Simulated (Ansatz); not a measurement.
# C2H8O4Si: one molecule under many settings

How do the results and run time of C2H8O4Si respond when the settings are drawn wide?

Program: Ansatz 0.2.0, Gaussian basis. Level of theory: the settings change from run to run. These are calculated values, not measurements.

### Step 1. The relaxed structure

An earlier PBE0-D4 in a triple-zeta def2 set relaxation fixed the geometry.

15 atoms, charge 0, spin multiplicity 1.

Atoms are counted from 1 here; the program's logs count them from 0.

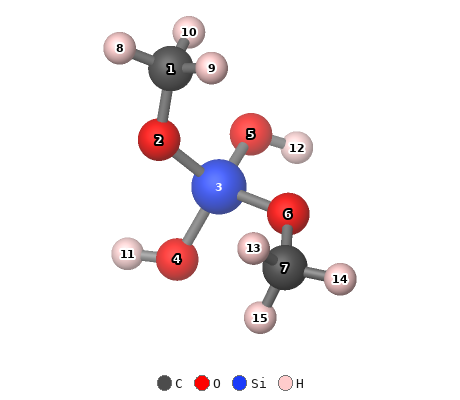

The structure; carbon dark grey, oxygen red, silicon blue, hydrogen pink; atoms are numbered from 1 in the order of the file.

Geometry (Å):

```
C    -0.97909    2.06136    0.17882
O    -1.06342    0.69517    0.52344
Si   -0.47087   -0.51749   -0.38331
O    -0.99505   -1.90298    0.29739
O    -0.97895   -0.26259   -1.91125
O     1.15178   -0.60193   -0.44463
C     1.97084   -0.97870    0.64144
H    -1.56108    2.63115    0.90492
H     0.05739    2.41289    0.20894
H    -1.38246    2.24350   -0.82134
H    -1.87764   -1.89496    0.66927
H    -0.49213   -0.70408   -2.60797
H     1.94101   -0.22769    1.43759
H     2.99695   -1.06202    0.27986
H     1.66092   -1.94213    1.05611
```

### Step 2. r2SCAN/aug-cc-pVTZ

The input, in.yaml:

```yaml
crystal:
  periodic: [false, false, false]
  atoms:
    - {symbol: C, position_ang: [-0.979093, 2.061363, 0.178824]}
    - {symbol: O, position_ang: [-1.063424, 0.695166, 0.523444]}
    - {symbol: Si, position_ang: [-0.470868, -0.517489, -0.383314]}
    - {symbol: O, position_ang: [-0.995047, -1.902980, 0.297392]}
    - {symbol: O, position_ang: [-0.978950, -0.262588, -1.911250]}
    - {symbol: O, position_ang: [1.151777, -0.601935, -0.444628]}
    - {symbol: C, position_ang: [1.970842, -0.978703, 0.641442]}
    - {symbol: H, position_ang: [-1.561077, 2.631147, 0.904923]}
    - {symbol: H, position_ang: [0.057389, 2.412892, 0.208936]}
    - {symbol: H, position_ang: [-1.382458, 2.243505, -0.821335]}
    - {symbol: H, position_ang: [-1.877640, -1.894964, 0.669274]}
    - {symbol: H, position_ang: [-0.492130, -0.704078, -2.607973]}
    - {symbol: H, position_ang: [1.941013, -0.227687, 1.437595]}
    - {symbol: H, position_ang: [2.996948, -1.062016, 0.279858]}
    - {symbol: H, position_ang: [1.660918, -1.942133, 1.056110]}
basis:
  gaussian: {orbitals: aug-cc-pVTZ}
hamiltonian: {xc: {name: r2SCAN}}
output: {forces: true}
```

Started as:

```sh
ansatz run in.yaml --threads 4 --pin off --events-out ev --progress --plain --max-ram 11315MiB
```

Standard output, shortened:

```text
Functional definition: r2SCAN
  name "r2SCAN"
  cite "Furness, Kaplan, Ning, Perdew & Sun, J. Phys. Chem. Lett. 11, 8208 (2020) doi:10.1021/acs.jpclett.0c02405"
  cite "Furness, Kaplan, Ning, Perdew & Sun, J. Phys. Chem. Lett. 11, 9248 (2020) doi:10.1021/acs.jpclett.0c03077"
  parent r2scan
[...]
2116 factors; their error is unknown
[...]
mean field -18273.96478580 eV, -671.5558193400 hartree, gradient 3.8e-5 eV, S^2 0.000000; 0 other end points of the search recorded, 0 dependent functions left out
[...]
reference -18273.96480800 eV, -671.5558201556 hartree; 33, 33 occupied and 477, 477 virtual orbitals, 2116 factors
Total energy: -18273.96480800 eV, -671.5558201556 hartree
Atom 0 at    -0.979093     2.061363     0.178824 Å, force     0.014420     0.342583    -0.086864 eV/Å
Atom 1 at    -1.063424     0.695166     0.523444 Å, force    -0.153030    -0.110889     0.259663 eV/Å
Atom 2 at    -0.470868    -0.517489    -0.383314 Å, force     0.012057     0.013169     0.009877 eV/Å
Atom 3 at    -0.995047    -1.902980     0.297392 Å, force    -0.036785    -0.240600     0.102930 eV/Å
Atom 4 at    -0.978950    -0.262588    -1.911250 Å, force    -0.113454     0.076069    -0.226215 eV/Å
Atom 5 at     1.151777    -0.601935    -0.444628 Å, force     0.110309     0.064099    -0.294721 eV/Å
Atom 6 at     1.970842    -0.978703     0.641442 Å, force     0.207114    -0.099884     0.268769 eV/Å
Atom 7 at    -1.561077     2.631147     0.904923 Å, force     0.014335    -0.011627    -0.015468 eV/Å
Atom 8 at     0.057389     2.412892     0.208936 Å, force    -0.003433    -0.004808    -0.001071 eV/Å
Atom 9 at    -1.382458     2.243505    -0.821335 Å, force     0.001411    -0.000768     0.008916 eV/Å
Atom 10 at    -1.877640    -1.894964     0.669274 Å, force    -0.058139    -0.012983     0.032545 eV/Å
Atom 11 at    -0.492130    -0.704078    -2.607973 Å, force     0.026374    -0.021830    -0.058645 eV/Å
Atom 12 at     1.941013    -0.227687     1.437595 Å, force    -0.003233    -0.002494    -0.004394 eV/Å
Atom 13 at     2.996948    -1.062016     0.279858 Å, force    -0.022047     0.003149     0.009113 eV/Å
Atom 14 at     1.660918    -1.942133     1.056110 Å, force     0.004103     0.006814    -0.004433 eV/Å
Dipole moment:     0.060174     0.065902     0.049384 e Å
```

Wall time 22 s (4 threads of Arm Neoverse V1, shared host); peak memory 1.4 GiB.

Largest force 0.354 eV/Å, dipole 0.49 D.

### Step 3. B2GP-PLYP/aug-cc-pVDZ

This run has density fitting with cc-pVTZ-jkfit.

Changes to in.yaml since step 2:

```diff
@@ -19,4 +19,4 @@
 basis:
-  gaussian: {orbitals: aug-cc-pVTZ}
-hamiltonian: {xc: {name: r2SCAN}}
+  gaussian: {orbitals: aug-cc-pVDZ, fitting: {mean_field: cc-pVTZ-jkfit}}
+hamiltonian: {xc: {name: B2GP-PLYP}}
 output: {forces: true}
```

The command is unchanged.

Standard output, shortened:

```text
Functional definition: B2GP-PLYP
  name "B2GP-PLYP"
  cite "Karton, Tarnopolsky, Lamère, Schatz & Martin, J. Phys. Chem. A 112, 12868 (2008) doi:10.1021/jp801805p"
  cite "Becke, Phys. Rev. A 38, 3098 (1988) doi:10.1103/PhysRevA.38.3098"
  cite "Lee, Yang & Parr, Phys. Rev. B 37, 785 (1988) doi:10.1103/PhysRevB.37.785"
[...]
835 factors; integrals over basis functions are off by at most 1.9e-1 eV
[...]
mean field -18246.85766157 eV, -670.5596508984 hartree, gradient 4.5e-6 eV, S^2 0.000000; 0 other end points of the search recorded, 0 dependent functions left out
11 core orbitals not correlated: weight in the atoms' cores, before any rotation towards them, 1.000 or more for the frozen orbitals, at most 0.000 for the correlated occupied ones
reference -18246.85784264 eV, -670.5596575524 hartree; 22, 22 occupied and 204, 204 virtual orbitals, 835 factors
[...]
Atom 5 at     1.151777    -0.601935    -0.444628 Å, force     1.012450     0.035013    -0.481786 eV/Å
Atom 6 at     1.970842    -0.978703     0.641442 Å, force     0.184191    -0.098053     0.291471 eV/Å
Atom 7 at    -1.561077     2.631147     0.904923 Å, force    -0.072029     0.061128     0.094262 eV/Å
Atom 8 at     0.057389     2.412892     0.208936 Å, force     0.140880     0.036774     0.006997 eV/Å
Atom 9 at    -1.382458     2.243505    -0.821335 Å, force    -0.059198     0.018253    -0.131851 eV/Å
Atom 10 at    -1.877640    -1.894964     0.669274 Å, force    -0.093857    -0.013009     0.043934 eV/Å
Atom 11 at    -0.492130    -0.704078    -2.607973 Å, force     0.043717    -0.041929    -0.085119 eV/Å
Atom 12 at     1.941013    -0.227687     1.437595 Å, force    -0.010785     0.105712     0.099792 eV/Å
Atom 13 at     2.996948    -1.062016     0.279858 Å, force     0.122359    -0.006029    -0.052981 eV/Å
Atom 14 at     1.660918    -1.942133     1.056110 Å, force    -0.043393    -0.130615     0.047595 eV/Å
Dipole moment:     0.072131     0.078998     0.059197 e Å
```

It took 20 s on 4 threads of Arm Neoverse V1, shared host; peak memory 0.69 GiB.

Largest force 1.236 eV/Å, dipole 0.59 D.

### Step 4. CAM-B3LYP/def2-SVP

This run has multiplicity 3, restricted open-shell orbitals, a grid of angular degree 47.

Changes to in.yaml since step 3:

```diff
@@ -19,4 +19,4 @@
 basis:
-  gaussian: {orbitals: aug-cc-pVDZ, fitting: {mean_field: cc-pVTZ-jkfit}}
-hamiltonian: {xc: {name: B2GP-PLYP}}
-output: {forces: true}
+  gaussian: {orbitals: def2-SVP, final_grid: {core_spheres: 20, valence_spheres: 16, degree: 47}}
+magnetization: {spin_polarized: false, initial_magnetization: 2}
+hamiltonian: {xc: {name: CAM-B3LYP}}
```

Same command.

Standard output, shortened:

```text
Functional definition: CAM-B3LYP
  name "CAM-B3LYP"
  cite "Yanai, Tew & Handy, Chem. Phys. Lett. 393, 51 (2004) doi:10.1016/j.cplett.2004.06.011"
  cite "Iikura, Tsuneda, Yanai & Hirao, J. Chem. Phys. 115, 3540 (2001) doi:10.1063/1.1383587"
  cite "Becke, Phys. Rev. A 38, 3098 (1988) doi:10.1103/PhysRevA.38.3098"
  cite "Lee, Yang & Parr, Phys. Rev. B 37, 785 (1988) doi:10.1103/PhysRevB.37.785"
  cite "Vosko, Wilk & Nusair, Can. J. Phys. 58, 1200 (1980) doi:10.1139/p80-159"
[...]
  # Exact exchange under (alpha + beta erf(omega r))/r, Becke's under what is left of 1/r.
[...]
1386 factors; integrals over basis functions are off by at most 1.5e-3 eV
427 factors; integrals over basis functions are off by at most 6.7e-6 eV
[...]
mean field -18252.10952461 eV, -670.7526533054 hartree, gradient 3.6e-6 eV, S^2 2.000000; 8 other end points of the search recorded, 0 dependent functions left out
reference -18252.10967043 eV, -670.7526586641 hartree; 34, 32 occupied and 108, 110 virtual orbitals, 1386 factors
Total energy: -18252.10967043 eV, -670.7526586641 hartree
```

Run time: 75 s. Hardware: 4 threads of Arm Neoverse V1, shared host; peak memory 0.72 GiB.

### Step 5. wB97/def2-SVPD

Set apart from the defaults: relativity set to scalar.

Changes to in.yaml since step 4:

```diff
@@ -19,4 +19,3 @@
 basis:
-  gaussian: {orbitals: def2-SVP, final_grid: {core_spheres: 20, valence_spheres: 16, degree: 47}}
-magnetization: {spin_polarized: false, initial_magnetization: 2}
-hamiltonian: {xc: {name: CAM-B3LYP}}
+  gaussian: {orbitals: def2-SVPD}
+hamiltonian: {xc: {name: wB97}, pseudopotentials: {relativity: scalar}}
```

The command is unchanged.

Standard output, shortened:

```text
Functional definition: wB97
  name "wB97"
  cite "Chai & Head-Gordon, J. Chem. Phys. 128, 084106 (2008) doi:10.1063/1.2834918"
  cite "Becke, J. Chem. Phys. 107, 8554 (1997) doi:10.1063/1.475007"
[...]
  # The coefficients of nought are those of the uniform gas.
[...]
      + integral(e_c_pw_opposite_spin*poly(b97_u_opposite, 1, cos1, cos2, cos3, cos4))
1818 factors; their error is unknown
919 factors; integrals over basis functions are off by at most 9.4e-6 eV
[...]
mean field -18284.20194106 eV, -671.9320278569 hartree, gradient 4.7e-5 eV, S^2 0.000000; 0 other end points of the search recorded, 0 dependent functions left out
reference -18284.20192601 eV, -671.9320273035 hartree; 33, 33 occupied and 187, 187 virtual orbitals, 1818 factors
Total energy: -18284.20192601 eV, -671.9320273035 hartree
Relativity: scalar
```

It took 10 s on 4 threads of Arm Neoverse V1, shared host; peak memory 0.66 GiB.

### Step 6. B3LYP/def2-TZVP

This run has relativity set to none, the search for lower states set to light.

Changes to in.yaml since step 5:

```diff
@@ -19,3 +19,4 @@
 basis:
-  gaussian: {orbitals: def2-SVPD}
-hamiltonian: {xc: {name: wB97}, pseudopotentials: {relativity: scalar}}
+  gaussian: {orbitals: def2-TZVP}
+hamiltonian: {xc: {name: B3LYP}, pseudopotentials: {relativity: none}}
+scf: {lower_state_search: light}
```

Same command.

Standard output:

```text
Functional definition: B3LYP
  name "B3LYP"
  cite "Stephens, Devlin, Chabalowski & Frisch, J. Phys. Chem. 98, 11623 (1994) doi:10.1021/j100096a001"
  cite "Becke, Phys. Rev. A 38, 3098 (1988) doi:10.1103/PhysRevA.38.3098"
  cite "Lee, Yang & Parr, Phys. Rev. B 37, 785 (1988) doi:10.1103/PhysRevB.37.785"
  cite "Vosko, Wilk & Nusair, Can. J. Phys. 58, 1200 (1980) doi:10.1139/p80-159"
  parameter a0 = 0.2
  parameter ax = 0.72
  parameter ac = 0.81
  exchange = (1 - a0 - ax)*slater_x + ax*b88_x + a0*exact_x
  correlation = (1 - ac)*vwn_rpa_c + ac*lyp_c
1577 factors; their error is unknown
mean field evaluation 1: about -18262.9520 eV, gradient 1.0e2 eV
mean field evaluation 2: about -18242.1057 eV, gradient 1.5e2 eV
mean field evaluation 4: about -18280.7446 eV, gradient 5.7e0 eV
mean field evaluation 8: about -18280.8285 eV, gradient 4.8e-1 eV
mean field -18280.82880612 eV, -671.8080674342 hartree, gradient 5.1e-5 eV, S^2 0.000000; 0 other end points of the search recorded, 0 dependent functions left out
reference -18280.82911639 eV, -671.8080788363 hartree; 33, 33 occupied and 238, 238 virtual orbitals, 1577 factors
Total energy: -18280.82911639 eV, -671.8080788363 hartree
```

Wall time 4.6 s (4 threads of Arm Neoverse V1, shared host).

### Step 7. CAM-B3LYP/STO-3G

Options: D4 dispersion, the search for lower states set to light.

Changes to in.yaml since step 6:

```diff
@@ -19,4 +19,4 @@
 basis:
-  gaussian: {orbitals: def2-TZVP}
-hamiltonian: {xc: {name: B3LYP}, pseudopotentials: {relativity: none}}
+  gaussian: {orbitals: STO-3G}
+hamiltonian: {xc: {name: CAM-B3LYP}, dispersion: d4}
 scf: {lower_state_search: light}
```

Same command.

Standard output, shortened:

```text
Functional definition: CAM-B3LYP
  name "CAM-B3LYP"
  cite "Yanai, Tew & Handy, Chem. Phys. Lett. 393, 51 (2004) doi:10.1016/j.cplett.2004.06.011"
  cite "Iikura, Tsuneda, Yanai & Hirao, J. Chem. Phys. 115, 3540 (2001) doi:10.1063/1.1383587"
  cite "Becke, Phys. Rev. A 38, 3098 (1988) doi:10.1103/PhysRevA.38.3098"
  cite "Lee, Yang & Parr, Phys. Rev. B 37, 785 (1988) doi:10.1103/PhysRevB.37.785"
  cite "Vosko, Wilk & Nusair, Can. J. Phys. 58, 1200 (1980) doi:10.1139/p80-159"
[...]
  # Exact exchange under (alpha + beta erf(omega r))/r, Becke's under what is left of 1/r.
[...]
644 factors; integrals over basis functions are off by at most 3.2e-5 eV
249 factors; integrals over basis functions are off by at most 2.5e-6 eV
[...]
mean field -18034.58277450 eV, -662.7586926836 hartree, gradient 4.6e-5 eV, S^2 0.000000; 0 other end points of the search recorded, 0 dependent functions left out
reference -18034.58289192 eV, -662.7586969987 hartree; 33, 33 occupied and 14, 14 virtual orbitals, 644 factors
Total energy: -18034.86973306 eV, -662.7692382161 hartree
```

It took 0.85 s on 4 threads of Arm Neoverse V1, shared host.

### Step 8. wB97X/6-31G*

This run has atoms shaken by 0.03 Å, a grid of angular degree 23, finite nuclei.

The input, in.yaml:

```yaml
crystal:
  periodic: [false, false, false]
  atoms:
    - {symbol: C, position_ang: [-0.982217, 2.033278, 0.135084]}
    - {symbol: O, position_ang: [-1.084424, 0.732202, 0.568535]}
    - {symbol: Si, position_ang: [-0.459142, -0.542504, -0.414199]}
    - {symbol: O, position_ang: [-1.025443, -1.919526, 0.264504]}
    - {symbol: O, position_ang: [-0.915345, -0.271397, -1.903520]}
    - {symbol: O, position_ang: [1.083060, -0.653274, -0.412937]}
    - {symbol: C, position_ang: [1.980175, -0.980685, 0.690228]}
    - {symbol: H, position_ang: [-1.569693, 2.632631, 0.949611]}
    - {symbol: H, position_ang: [0.045402, 2.466454, 0.226251]}
    - {symbol: H, position_ang: [-1.335981, 2.226006, -0.748789]}
    - {symbol: H, position_ang: [-1.869110, -1.914182, 0.676115]}
    - {symbol: H, position_ang: [-0.467774, -0.670996, -2.627473]}
    - {symbol: H, position_ang: [1.987977, -0.213867, 1.371983]}
    - {symbol: H, position_ang: [2.997704, -1.049333, 0.321827]}
    - {symbol: H, position_ang: [1.589075, -1.973427, 1.052606]}
basis:
  gaussian: {orbitals: "6-31G*", final_grid: {core_spheres: 8, valence_spheres: 7, degree: 23}, nuclear_model: gaussian}
hamiltonian: {xc: {name: wB97X}}
```

Same command.

Standard output, shortened:

```text
Functional definition: wB97X
  name "wB97X"
  cite "Chai & Head-Gordon, J. Chem. Phys. 128, 084106 (2008) doi:10.1063/1.2834918"
  cite "Becke, J. Chem. Phys. 107, 8554 (1997) doi:10.1063/1.475007"
[...]
  # The coefficients of nought are those of the uniform gas.
[...]
      + exact_x_lr(omega)
[...]
      + integral(e_c_pw_opposite_spin*poly(b97_u_opposite, 1, cos1, cos2, cos3, cos4))
1445 factors; their error is unknown
339 factors; integrals over basis functions are off by at most 4.1e-6 eV
[...]
mean field -18270.14133710 eV, -671.4153101918 hartree, gradient 5.4e-5 eV, S^2 0.000000; 0 other end points of the search recorded, 0 dependent functions left out
reference -18270.14131219 eV, -671.4153092765 hartree; 33, 33 occupied and 92, 92 virtual orbitals, 1445 factors
Total energy: -18270.14131219 eV, -671.4153092765 hartree
```

Wall time 1.7 s (4 threads of Arm Neoverse V1, shared host).

### Step 9. rPW86-PBE/def2-mTZVPP

Options: multiplicity 3, density fitting with def2-universal-jkfit, D3(BJ) with three-body dispersion.

The input, in.yaml:

```yaml
crystal:
  periodic: [false, false, false]
  atoms:
    - {symbol: C, position_ang: [-0.979093, 2.061363, 0.178824]}
    - {symbol: O, position_ang: [-1.063424, 0.695166, 0.523444]}
    - {symbol: Si, position_ang: [-0.470868, -0.517489, -0.383314]}
    - {symbol: O, position_ang: [-0.995047, -1.902980, 0.297392]}
    - {symbol: O, position_ang: [-0.978950, -0.262588, -1.911250]}
    - {symbol: O, position_ang: [1.151777, -0.601935, -0.444628]}
    - {symbol: C, position_ang: [1.970842, -0.978703, 0.641442]}
    - {symbol: H, position_ang: [-1.561077, 2.631147, 0.904923]}
    - {symbol: H, position_ang: [0.057389, 2.412892, 0.208936]}
    - {symbol: H, position_ang: [-1.382458, 2.243505, -0.821335]}
    - {symbol: H, position_ang: [-1.877640, -1.894964, 0.669274]}
    - {symbol: H, position_ang: [-0.492130, -0.704078, -2.607973]}
    - {symbol: H, position_ang: [1.941013, -0.227687, 1.437595]}
    - {symbol: H, position_ang: [2.996948, -1.062016, 0.279858]}
    - {symbol: H, position_ang: [1.660918, -1.942133, 1.056110]}
basis:
  gaussian: {orbitals: def2-mTZVPP, fitting: {mean_field: def2-universal-jkfit}}
magnetization: {spin_polarized: true, initial_magnetization: 2}
hamiltonian: {xc: {name: rPW86-PBE}, dispersion: d3bjatm}
output: {forces: true}
```

Same command.

Standard output, shortened:

```text
Functional definition: rPW86-PBE
  name "rPW86-PBE"
  cite "Murray, Lee & Langreth, J. Chem. Theory Comput. 5, 2754 (2009) doi:10.1021/ct900365q"
  cite "Perdew, Burke & Ernzerhof, Phys. Rev. Lett. 77, 3865 (1996) doi:10.1103/PhysRevLett.77.3865"
  parent pbe
[...]
730 factors; integrals over basis functions are off by at most 8.8e-1 eV
[...]
mean field -18300.11124678 eV, -672.5166840582 hartree, gradient 2.7e-5 eV, S^2 2.001635; 8 other end points of the search recorded, 0 dependent functions left out
[...]
reference -18300.11136991 eV, -672.5166885832 hartree; 34, 32 occupied and 167, 169 virtual orbitals, 730 factors
Total energy: -18300.42378306 eV, -672.5281695547 hartree
Atom 0 at    -0.979093     2.061363     0.178824 Å, force    -0.407705     1.572155    -0.026489 eV/Å
Atom 1 at    -1.063424     0.695166     0.523444 Å, force    -0.640431     0.918641     1.695481 eV/Å
[...]
Atom 5 at     1.151777    -0.601935    -0.444628 Å, force     1.863638     0.421086    -0.691525 eV/Å
Atom 6 at     1.970842    -0.978703     0.641442 Å, force     1.307365    -0.586756     0.764883 eV/Å
Atom 7 at    -1.561077     2.631147     0.904923 Å, force    -0.020948     0.003491     0.212030 eV/Å
Atom 8 at     0.057389     2.412892     0.208936 Å, force     0.297507     0.000480    -0.031340 eV/Å
Atom 9 at    -1.382458     2.243505    -0.821335 Å, force     0.072620    -0.097294    -0.249652 eV/Å
Atom 10 at    -1.877640    -1.894964     0.669274 Å, force    -1.816167    -0.015827     0.908069 eV/Å
Atom 11 at    -0.492130    -0.704078    -2.607973 Å, force     1.058720    -0.813785    -1.529793 eV/Å
Atom 12 at     1.941013    -0.227687     1.437595 Å, force    -0.107984     0.207107     0.186936 eV/Å
Atom 13 at     2.996948    -1.062016     0.279858 Å, force     0.130164     0.116107    -0.122398 eV/Å
Atom 14 at     1.660918    -1.942133     1.056110 Å, force    -0.238861    -0.084788     0.113169 eV/Å
Dipole moment:     0.361423     0.395846     0.296634 e Å
```

Wall time 53 s (4 threads of Arm Neoverse V1, shared host).

Largest force 2.056 eV/Å, dipole 2.94 D, ⟨S²⟩ 2.002.

### Step 10. RPA/def2-mTZVP

This run has correlated electrons set to all.

Changes to in.yaml since step 9:

```diff
@@ -19,5 +19,4 @@
 basis:
-  gaussian: {orbitals: def2-mTZVPP, fitting: {mean_field: def2-universal-jkfit}}
-magnetization: {spin_polarized: true, initial_magnetization: 2}
-hamiltonian: {xc: {name: rPW86-PBE}, dispersion: d3bjatm}
-output: {forces: true}
+  gaussian: {orbitals: def2-mTZVP}
+hamiltonian: {xc: {name: HF}}
+correlation: {method: rpa, electrons: all}
```

The command is unchanged.

Standard output:

```text
Functional definition: HF
  name "HF"
  cite "Fock, Z. Phys. 61, 126 (1930) doi:10.1007/BF01340294"
  parent pbe
  exchange = exact_x
  correlation = 0
1669 factors; integrals over basis functions are off by at most 1.0e-3 eV
mean field evaluation 1: about -18201.3867 eV, gradient 5.8e1 eV
mean field evaluation 2: about -18201.4934 eV, gradient 5.9e1 eV
mean field evaluation 4: about -18207.4801 eV, gradient 4.1e0 eV
mean field evaluation 8: about -18207.5320 eV, gradient 2.0e-1 eV
mean field -18207.53209966 eV, -669.1144631539 hartree, gradient 8.3e-6 eV, S^2 0.000000; 0 other end points of the search recorded, 0 dependent functions left out
reference -18207.53209966 eV, -669.1144631539 hartree; 33, 33 occupied and 147, 147 virtual orbitals, 1669 factors
Total energy: -18248.19068668 eV, -670.6086386677 hartree
```

It took 5.5 s on 4 threads of Arm Neoverse V1, shared host.

### Step 11. The runs in one table

```csv
level,charge,multiplicity,geometry,functions,energy (eV),time
r2SCAN/aug-cc-pVTZ,0,1,relaxed,510,-18273.965,22 s
B2GP-PLYP/aug-cc-pVDZ,0,1,relaxed,237,-18260.249,20 s
CAM-B3LYP/def2-SVP,0,3,relaxed,142,-18252.110,75 s
wB97/def2-SVPD,0,1,relaxed,220,-18284.202,10 s
B3LYP/def2-TZVP,0,1,relaxed,271,-18280.829,4.6 s
CAM-B3LYP/STO-3G,0,1,relaxed,47,-18034.870,0.85 s
wB97X/6-31G*,0,1,shaken,125,-18270.141,1.7 s
rPW86-PBE/def2-mTZVPP,0,3,relaxed,201,-18300.424,53 s
RPA/def2-mTZVP,0,1,relaxed,180,-18248.191,5.5 s
```

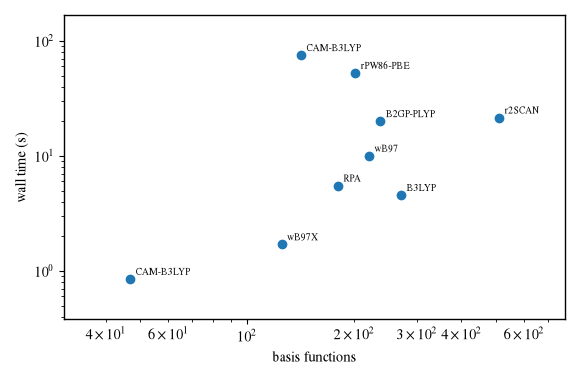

Wall time against the number of basis functions (shared host).

### Step 12. Summary of results

```
                                         quantity                     value
                                             runs                         9
                                         quickest  CAM-B3LYP/STO-3G, 0.85 s
                                          slowest  CAM-B3LYP/def2-SVP, 75 s
spread of total energies, same state and geometry                  249.3 eV
                  dipole, same state and geometry            0.49 to 0.59 D
```

**Reading.** CAM-B3LYP/def2-SVP took 88 times as long as CAM-B3LYP/STO-3G. The jobs differ in tasks and options as well as level. The totals spread over 249 eV; they can't be compared across methods or bases. Some of these runs are scalar-relativistic and others not, which shifts the totals of all-electron atoms past neon by several eV an atom and more; core potentials, where a basis has them, take the core out of the total altogether. At the PBE0-D4/def2-TZVP geometry and in the same state, the sound runs without point charges leave forces up to 1.24 eV/Å (B2GP-PLYP/aug-cc-pVDZ).
